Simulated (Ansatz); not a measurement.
**Cl2H2HfO2: molecular dynamics**

The plan is to follow the molecule's vibrations and see whether its bonds hold. The start is relaxed first. Runs: 300 steps of 0.5 fs at constant energy, with velocities drawn for 1000 K.

Method: RHF/def2-SVP, in Ansatz 0.2.0.

## 1. The structure to begin with

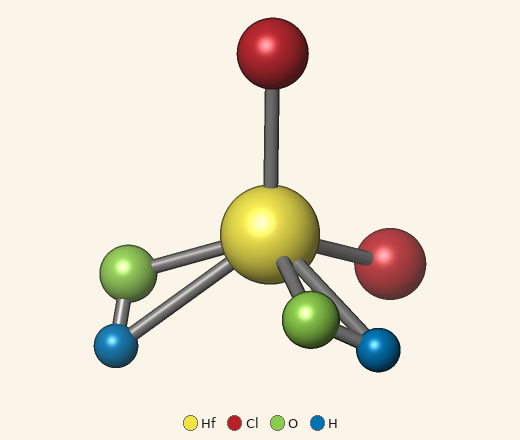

The starting structure, seen from a chosen angle (hafnium yellow, chlorine red, oxygen green, hydrogen blue).

Coordinates:

```xyz
7

Hf    0.0000    0.0000    0.0000
Cl    0.0000    0.0000    2.5200
O     1.9520    0.0000   -0.6893
H     2.2684   -0.9521   -0.8060
Cl   -1.1869    2.0563   -0.8392
O    -0.9750   -1.6891   -0.6893
H    -1.4296   -2.1548    0.0831
```

## 2. Preparing the start

input.yaml

```yaml
crystal:
  periodic: [false, false, false]
  atoms:
    - { symbol: Hf, position_ang: [0.0, 0.0, 0.0] }
    - { symbol: Cl, position_ang: [0.0, 0.0, 2.52] }
    - { symbol: O, position_ang: [1.952, 0.0, -0.6893] }
    - { symbol: H, position_ang: [2.2684, -0.9521, -0.806] }
    - { symbol: Cl, position_ang: [-1.1869, 2.0563, -0.8392] }
    - { symbol: O, position_ang: [-0.975, -1.6891, -0.6893] }
    - { symbol: H, position_ang: [-1.4296, -2.1548, 0.0831] }
basis:
  gaussian: { orbitals: def2-SVP }
hamiltonian:
  xc: hf
relax:
  f_tol: 0.02
  max_steps: 40
```

Command:

```
> ansatz run input.yaml --threads 1 --pin off --max-ram 2048MiB --backend cpu --events-out ev --progress --plain --runs-dir out
```

Log, cut to the lines that bear on the results:

```text
Warning: RAYON_NUM_THREADS=1 ignored (pool sized by the plan → 1); use --threads N
[...]
Functional definition: HF
[...]
1072 factors; integrals over basis functions are off by at most 2.7e-4 eV
[...]
mean field -30401.09317875 eV, -1117.2195677181 hartree, gradient 2.1e-5 eV, S^2 0.000000; 0 other end points of the search recorded, 0 dependent functions left out
[...]
reference -30401.09317875 eV, -1117.2195677181 hartree; 32, 32 occupied and 74, 74 virtual orbitals, 1072 factors
relax step   1: F+E_penalty+E_count = -30401.09317875 eV  Δ(F+E_penalty+E_count) = +0.000e0 eV  max|allowed force component| = 3.754e0 eV/Å  Δτ_max = 0.0000 Å  (42 SCF iters, accepted)
[...]
relax step   6: F+E_penalty+E_count = -30402.54197867 eV  Δ(F+E_penalty+E_count) = -5.214e-2 eV  max|allowed force component| = 1.156e-1 eV/Å  Δτ_max = 0.1991 Å  (37 SCF iters, accepted)
[...]
relax step   7: F+E_penalty+E_count = -30402.55166951 eV  Δ(F+E_penalty+E_count) = -9.691e-3 eV  max|allowed force component| = 1.615e-2 eV/Å  Δτ_max = 0.0776 Å  (37 SCF iters, accepted)
1072 factors; integrals over basis functions are off by at most 3.2e-4 eV
mean field -30402.55166951 eV, -1117.2731662649 hartree, gradient 1.2e-5 eV, S^2 0.000000; 1 other end points of the search recorded, 0 dependent functions left out
[...]
reference -30402.55166951 eV, -1117.2731662649 hartree; 32, 32 occupied and 74, 74 virtual orbitals, 1072 factors
Total energy: -30402.55166951 eV, -1117.2731662649 hartree
Atom 0 at    -0.025693    -0.064409     0.134859 Å, force    -0.001481    -0.001863     0.004398 eV/Å
Atom 1 at     0.146418     0.228292     2.505930 Å, force     0.005012    -0.003402    -0.000622 eV/Å
Atom 2 at     1.718246    -0.332745    -0.593074 Å, force     0.012685     0.002620    -0.004991 eV/Å
Atom 3 at     2.560820    -0.514540    -0.967626 Å, force    -0.007340     0.007923     0.005390 eV/Å
Atom 4 at    -1.012766     1.876449    -0.864076 Å, force     0.004031    -0.005202    -0.006486 eV/Å
Atom 5 at    -1.122899    -1.583377    -0.226275 Å, force    -0.016150    -0.006684     0.005790 eV/Å
Atom 6 at    -1.635226    -2.349370    -0.410439 Å, force     0.003243     0.006607    -0.003479 eV/Å
Dipole moment:     0.241589    -0.675070    -0.408073 e Å
```

It took 24 s on 1 thread of Arm Neoverse V1, shared host; peak memory 0.22 GiB.

The steps of the relaxation:

```csv
step,energy from step 1 (eV),largest force component (eV/Å)
1,0.0000,3.7543
2,-0.9064,2.0601
3,-1.1570,0.9784
4,-1.2664,0.6990
5,-1.3967,0.3157
6,-1.4488,0.1156
7,-1.4585,0.0162
```

Step 1 is the start.

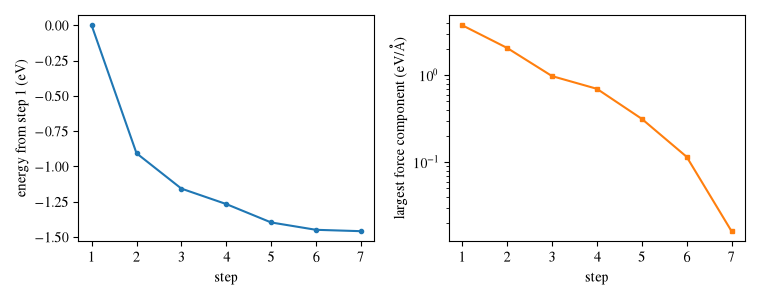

How energy and force went from step to step.

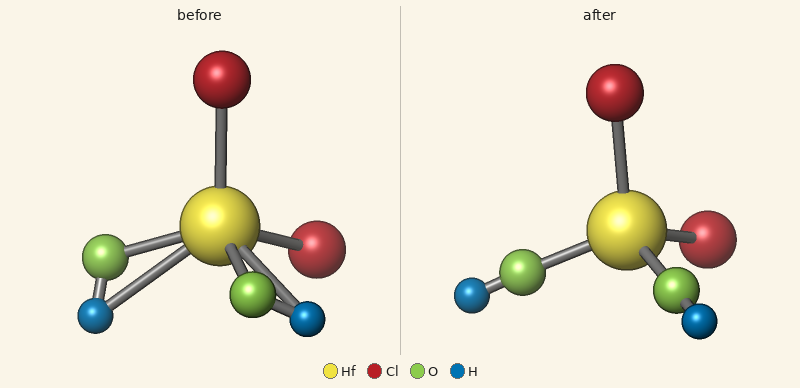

The structure before (left) and after (right), drawn at the same scale.

After: Bond lengths: Hf1–Cl2 2.395 Å, Hf1–O3 1.909 Å, O3–H4 0.940 Å, Hf1–Cl5 2.396 Å, Hf1–O6 1.908 Å, O6–H7 0.940 Å. Angles: Cl2–Hf1–O3 109.2°, Cl2–Hf1–Cl5 110.1°, Cl2–Hf1–O6 109.0°, O3–Hf1–Cl5 109.3°, O3–Hf1–O6 110.0°, Cl5–Hf1–O6 109.2°, Hf1–O3–H4 176.7°, Hf1–O6–H7 177.9°.

## 3. Dynamics

300 steps of 0.5 fs at constant energy, with velocities drawn for 1000 K, from the relaxed start.

input.yaml

```yaml
crystal:
  periodic: [false, false, false]
  atoms:
    - { symbol: Hf, position_ang: [-0.025693, -0.064409, 0.134859] }
    - { symbol: Cl, position_ang: [0.146418, 0.228292, 2.50593] }
    - { symbol: O, position_ang: [1.718246, -0.332745, -0.593074] }
    - { symbol: H, position_ang: [2.56082, -0.51454, -0.967626] }
    - { symbol: Cl, position_ang: [-1.012766, 1.876449, -0.864076] }
    - { symbol: O, position_ang: [-1.122899, -1.583377, -0.226275] }
    - { symbol: H, position_ang: [-1.635226, -2.34937, -0.410439] }
basis:
  gaussian: { orbitals: def2-SVP }
hamiltonian:
  xc: hf
md:
  timestep: 0.5
  n_steps: 300
  ensemble: nve
  temperature: 1000.0
  initial_velocities: maxwell_boltzmann
  seed: 542803
```

Command:

```
> ansatz run input.yaml --threads 1 --pin off --max-ram 2048MiB --backend cpu --events-out ev --progress --plain --runs-dir out
```

Log, cut to the lines that bear on the results:

```text
Warning: RAYON_NUM_THREADS=1 ignored (pool sized by the plan → 1); use --threads N
[...]
Functional definition: HF
[...]
1070 factors; integrals over basis functions are off by at most 2.2e-4 eV
[...]
mean field -30402.55166097 eV, -1117.2731659511 hartree, gradient 2.2e-5 eV, S^2 0.000000; 0 other end points of the search recorded, 0 dependent functions left out
[...]
reference -30402.55166097 eV, -1117.2731659511 hartree; 32, 32 occupied and 74, 74 virtual orbitals, 1070 factors
md step     0: t =     0.00 fs  T =  1000.0 K  F+E_penalty+E_count = -30402.55166097 eV  E_kin = 0.646300 eV  conserved = -30401.90536098 eV  (40 SCF iters)
[...]
md step    20: t =    10.00 fs  T =   643.1 K  F+E_penalty+E_count = -30402.32076981 eV  E_kin = 0.415645 eV  conserved = -30401.90512484 eV  (41 SCF iters)
[...]
md step    40: t =    20.00 fs  T =   576.0 K  F+E_penalty+E_count = -30402.27754713 eV  E_kin = 0.372256 eV  conserved = -30401.90529111 eV  (38 SCF iters)
[...]
md step    60: t =    30.00 fs  T =   453.7 K  F+E_penalty+E_count = -30402.19835857 eV  E_kin = 0.293209 eV  conserved = -30401.90514947 eV  (40 SCF iters)
[...]
md step    80: t =    40.00 fs  T =   596.1 K  F+E_penalty+E_count = -30402.29056091 eV  E_kin = 0.385272 eV  conserved = -30401.90528932 eV  (38 SCF iters)
md step    81: t =    40.50 fs  T =   604.5 K  F+E_penalty+E_count = -30402.29599514 eV  E_kin = 0.390718 eV  conserved = -30401.90527742 eV  (39 SCF iters)
```

## 4. The output, continued: dynamics from the start

The log, continued, cut to the lines that bear on the results:

```text
md step    82: t =    41.00 fs  T =   612.1 K  F+E_penalty+E_count = -30402.30083907 eV  E_kin = 0.395577 eV  conserved = -30401.90526241 eV  (39 SCF iters)
[...]
md step   107: t =    53.50 fs  T =   236.4 K  F+E_penalty+E_count = -30402.05787343 eV  E_kin = 0.152757 eV  conserved = -30401.90511648 eV  (40 SCF iters)
[...]
md step   132: t =    66.00 fs  T =   270.0 K  F+E_penalty+E_count = -30402.07981994 eV  E_kin = 0.174512 eV  conserved = -30401.90530775 eV  (39 SCF iters)
[...]
md step   157: t =    78.50 fs  T =   273.5 K  F+E_penalty+E_count = -30402.08201649 eV  E_kin = 0.176784 eV  conserved = -30401.90523283 eV  (39 SCF iters)
[...]
md step   182: t =    91.00 fs  T =   619.2 K  F+E_penalty+E_count = -30402.30557794 eV  E_kin = 0.400209 eV  conserved = -30401.90536933 eV  (37 SCF iters)
md step   183: t =    91.50 fs  T =   613.9 K  F+E_penalty+E_count = -30402.30209467 eV  E_kin = 0.396753 eV  conserved = -30401.90534184 eV  (37 SCF iters)
md step   184: t =    92.00 fs  T =   605.7 K  F+E_penalty+E_count = -30402.29679514 eV  E_kin = 0.391478 eV  conserved = -30401.90531737 eV  (39 SCF iters)
```

## 5. The log goes on: dynamics from the start

Output, continued, cut to the lines that bear on the results:

```text
md step   185: t =    92.50 fs  T =   595.3 K  F+E_penalty+E_count = -30402.29003121 eV  E_kin = 0.384722 eV  conserved = -30401.90530930 eV  (38 SCF iters)
[...]
md step   206: t =   103.00 fs  T =   351.4 K  F+E_penalty+E_count = -30402.13223563 eV  E_kin = 0.227098 eV  conserved = -30401.90513810 eV  (40 SCF iters)
[...]
md step   227: t =   113.50 fs  T =   576.0 K  F+E_penalty+E_count = -30402.27759443 eV  E_kin = 0.372289 eV  conserved = -30401.90530589 eV  (39 SCF iters)
[...]
md step   248: t =   124.00 fs  T =   558.7 K  F+E_penalty+E_count = -30402.26624544 eV  E_kin = 0.361090 eV  conserved = -30401.90515560 eV  (40 SCF iters)
[...]
md step   299: t =   149.50 fs  T =   608.8 K  F+E_penalty+E_count = -30402.29867782 eV  E_kin = 0.393446 eV  conserved = -30401.90523207 eV  (40 SCF iters)
[...]
md step   300: t =   150.00 fs  T =   621.5 K  F+E_penalty+E_count = -30402.30691839 eV  E_kin = 0.401696 eV  conserved = -30401.90522199 eV  (40 SCF iters)
Total energy: -30402.30691839 eV, -1117.2641718272 hartree
Atom 0 at     0.001773    -0.048249     0.157946 Å, force    -2.458147    -0.048048     0.082645 eV/Å
Atom 1 at     0.087465     0.223877     2.508963 Å, force     0.169309     0.063174     0.588457 eV/Å
Atom 2 at     1.583616    -0.476889    -0.694793 Å, force     2.295714     0.033764    -1.187213 eV/Å
Atom 3 at     2.229745    -0.459699    -1.382256 Å, force     0.052968    -0.194475     0.197108 eV/Å
Atom 4 at    -1.036037     1.848737    -0.891844 Å, force     0.123247     0.022166     0.060614 eV/Å
Atom 5 at    -1.076440    -1.568963    -0.307781 Å, force    -0.565163    -0.015351     0.315173 eV/Å
Atom 6 at    -1.876426    -2.076780    -0.305668 Å, force     0.382072     0.138769    -0.056784 eV/Å
Dipole moment:     0.229099    -0.391971    -0.339540 e Å
```

Wall time 14 min (1 thread of Arm Neoverse V1, shared host); peak memory 0.21 GiB.

## 6. What the atoms did

The trajectory, every 22 steps (energies from step 0):

```csv
time (fs),T (K),potential energy change (meV/atom),total energy change (meV/atom)
0.0,1000,0.0,0.00
11.0,615,35.6,0.03
22.0,558,40.8,0.02
33.0,456,50.2,0.03
44.0,637,33.5,0.00
55.0,182,75.6,0.03
66.0,270,67.4,0.01
77.0,246,69.6,0.03
88.0,589,37.9,0.01
99.0,360,59.1,0.03
110.0,565,40.2,0.00
121.0,515,44.8,0.03
132.0,786,19.7,0.01
143.0,568,39.9,0.03
150.0,622,35.0,0.02
```

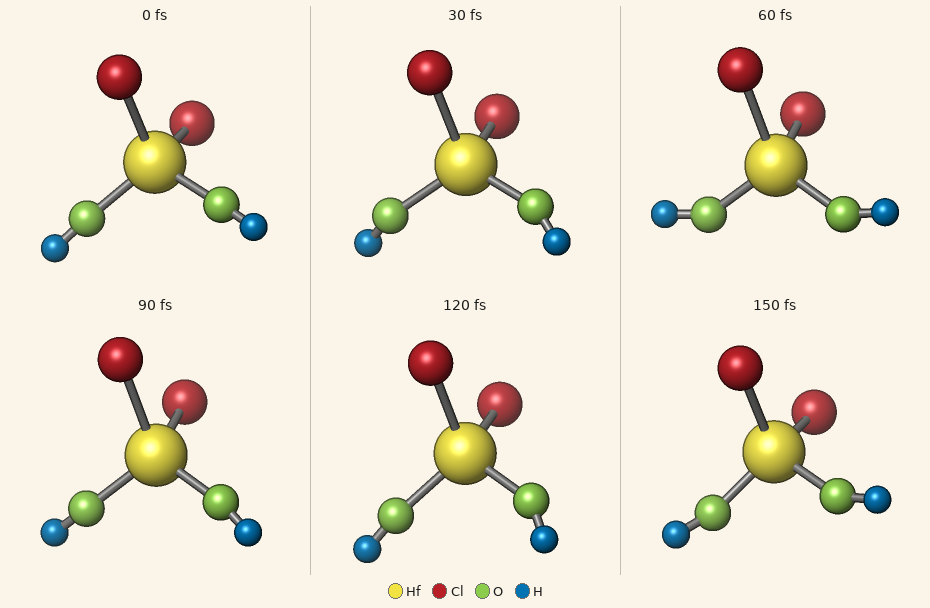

Six frames of the run, seen from a chosen angle. Sticks join atoms within a bonding distance in each frame.

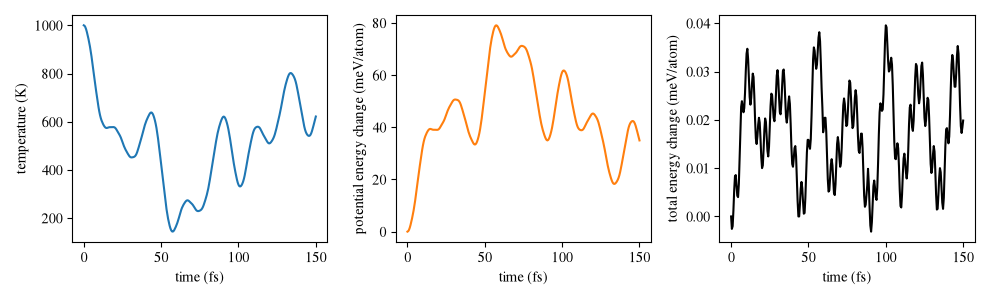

Time series of the run, each on its own scale.

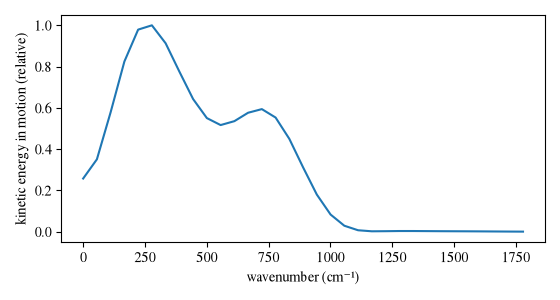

Power spectrum of the mass-weighted velocities; a run of 150 fs resolves no finer than about 440 cm⁻¹.

Maxima of the velocity power spectrum (cm⁻¹, relative height; resolution about 440 cm⁻¹): 280 (100), 720 (59).

## 7. Snapshots as a file

Positions (Å) and forces (eV/Å):

```xyz
7
time_fs=19.0 T=578 dE=0.2731
Hf   -0.032   -0.103    0.101   -0.923    0.717    1.208
Cl    0.138    0.351    2.493   -0.011   -0.345   -0.669
O     1.763   -0.212   -0.540    0.504   -0.779    0.042
H     2.581   -0.677   -0.425   -0.065    0.329   -0.246
Cl   -0.974    1.929   -0.732   -0.044   -0.150   -0.199
O    -1.189   -1.645   -0.187    0.780   -0.011   -0.321
H    -1.241   -2.522   -0.542   -0.241    0.239    0.185
7
time_fs=37.5 T=539 dE=0.2983
Hf   -0.051   -0.127    0.088    2.605    0.999    0.438
Cl    0.129    0.441    2.425   -0.101   -0.446   -0.291
O     1.857   -0.219   -0.494   -2.143   -0.179    0.456
H     2.797   -0.224   -0.487   -0.024    0.011   -0.043
Cl   -0.942    1.968   -0.623   -0.202   -0.158   -0.390
O    -1.121   -1.680   -0.194    0.026   -0.050   -0.152
H    -1.522   -2.510   -0.366   -0.162   -0.177   -0.019
7
time_fs=56.0 T=158 dE=0.5447
Hf   -0.040   -0.135    0.087   -2.953    0.381    0.968
Cl    0.112    0.492    2.340    0.030   -0.247    0.969
O     1.722   -0.268   -0.407    2.829    0.016   -1.360
H     2.474    0.212   -0.714    0.245   -0.274    0.070
Cl   -0.927    1.994   -0.550   -0.169   -0.043   -0.615
O    -1.060   -1.763   -0.240   -0.328    0.175    0.121
H    -1.866   -2.242   -0.102    0.346   -0.007   -0.152
7
time_fs=75.0 T=231 dE=0.4972
Hf   -0.054   -0.135    0.096    2.511   -0.027   -1.040
Cl    0.096    0.517    2.333   -0.003   -0.333    0.938
O     1.860   -0.315   -0.494   -2.155    0.210    0.356
H     2.695    0.003   -0.801   -0.188   -0.090    0.122
Cl   -0.929    2.011   -0.532   -0.169   -0.355   -0.536
O    -1.027   -1.783   -0.267   -0.082    0.735    0.259
H    -1.784   -2.338   -0.188    0.086   -0.140   -0.099
7
time_fs=94.0 T=551 dE=0.2903
Hf   -0.035   -0.132    0.092   -0.980    1.767    1.233
Cl    0.081    0.509    2.412    0.107   -0.543   -0.014
O     1.706   -0.329   -0.555    1.288   -0.331   -0.334
H     2.626   -0.512   -0.607    0.143    0.062   -0.181
Cl   -0.946    1.998   -0.567   -0.089   -0.274   -0.502
O    -1.038   -1.708   -0.254   -0.323   -0.800   -0.296
H    -1.217   -2.582   -0.558   -0.146    0.119    0.093
7
time_fs=112.5 T=579 dE=0.2721
Hf   -0.027   -0.104    0.107    0.075   -0.319    0.496
Cl    0.074    0.452    2.489    0.084   -0.506   -0.718
O     1.723   -0.404   -0.660   -0.367   -0.139    0.362
H     2.574   -0.774   -0.846   -0.279    0.259   -0.003
Cl   -0.972    1.958   -0.647   -0.033   -0.187   -0.326
O    -1.086   -1.719   -0.278    0.759    0.641   -0.023
H    -0.991   -2.551   -0.725   -0.239    0.250    0.212
7
time_fs=131.0 T=766 dE=0.1514
Hf   -0.022   -0.076    0.133    1.873   -0.078   -0.348
Cl    0.077    0.350    2.509    0.070   -0.216   -0.273
O     1.711   -0.488   -0.711   -1.376    0.656    0.816
H     2.450   -0.579   -1.280    0.118   -0.030   -0.019
Cl   -1.001    1.903   -0.759   -0.072    0.047   -0.200
O    -1.030   -1.613   -0.293   -0.460   -0.152    0.079
H    -1.405   -2.414   -0.600   -0.154   -0.227   -0.054
7
time_fs=150.0 T=622 dE=0.2447
Hf    0.002   -0.048    0.158   -2.458   -0.048    0.083
Cl    0.087    0.224    2.509    0.169    0.063    0.589
O     1.584   -0.477   -0.695    2.296    0.034   -1.187
H     2.230   -0.460   -1.382    0.053   -0.195    0.197
Cl   -1.036    1.849   -0.892    0.123    0.022    0.061
O    -1.076   -1.569   -0.308   -0.565   -0.015    0.315
H    -1.876   -2.077   -0.306    0.382    0.139   -0.057
```

## 8. What came out

```
                          quantity                          value
           relaxation of the start        6 moves, 1.458 eV lower
                            length            300 steps of 0.5 fs
  temperature, first and last step                 1000 and 622 K
          temperature, second half  mean 537 K, from 231 to 802 K
     potential energy, second half    +43 meV/atom from the start
largest change of the total energy                  0.04 meV/atom
            bonds formed or broken                              0
```

**Reading.** The temperature starts at 1000 K and averages 537 K in the second half, where it ranges from 231 to 802 K. About half is expected from a start at a minimum: kinetic energy passes into potential energy until both shares match. The total energy strays from its start by at most 0.04 meV/atom, under 0.1 % of the mean kinetic energy, so a step of 0.5 fs is short enough over this time. The bonding pattern survives the run. A run of 150 fs with 7 atoms shows the motion but fixes no equilibrium value. The nuclei move classically, without zero-point motion, which matters most for hydrogen.
